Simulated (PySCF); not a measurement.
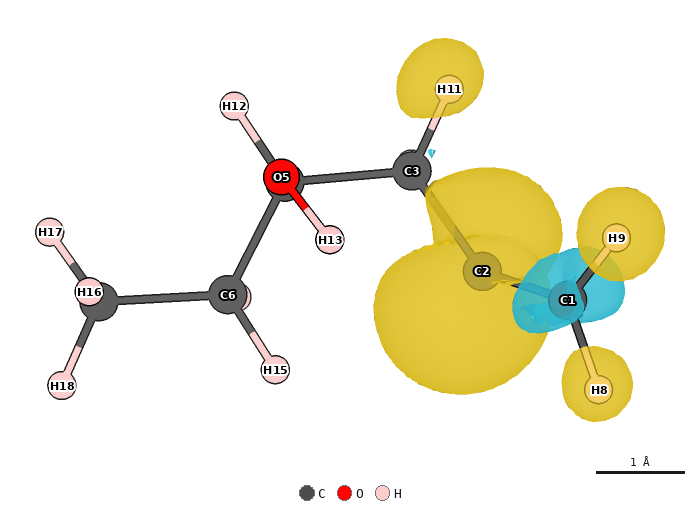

C6H11O (doublet). Isosurfaces of the spin density (α minus β) at +0.03 (yellow) and −0.03 e/Å³ (cyan), seen at a tilt.

Geometry: GFN2-xTB.

Level of theory: UKS B3LYP, pcH-1 on C H O, non-relativistic, mean-field spin-orbit, GIAO (PySCF 2.14.0, density-fitted response routines).

```xyz
18

C     2.9106   -0.2625   -0.6908
C     1.7544    0.3176   -0.7446
C     0.8898    1.2224    0.0050
C    -0.3463    0.4777    0.5551
O     0.0349   -0.4799    1.5145
C    -1.1530   -0.1519   -0.5885
C    -2.4460   -0.7772   -0.0819
H     3.2506   -0.9433   -1.4583
H     3.6384   -0.0963    0.1090
H     0.5597    2.0423   -0.6381
H     1.4352    1.6582    0.8570
H    -0.9785    1.1851    1.1033
H     0.6472   -1.0941    1.0900
H    -1.3753    0.6155   -1.3318
H    -0.5319   -0.9138   -1.0686
H    -2.2305   -1.4800    0.7193
H    -3.1103   -0.0088    0.3075
H    -2.9576   -1.3048   -0.8831
```

> Describe the spin distribution.

The unpaired spin (1 electron) lies mostly on C2 (about 0.7) and C3 (about 0.1), in electrons by Hirshfeld's partition.
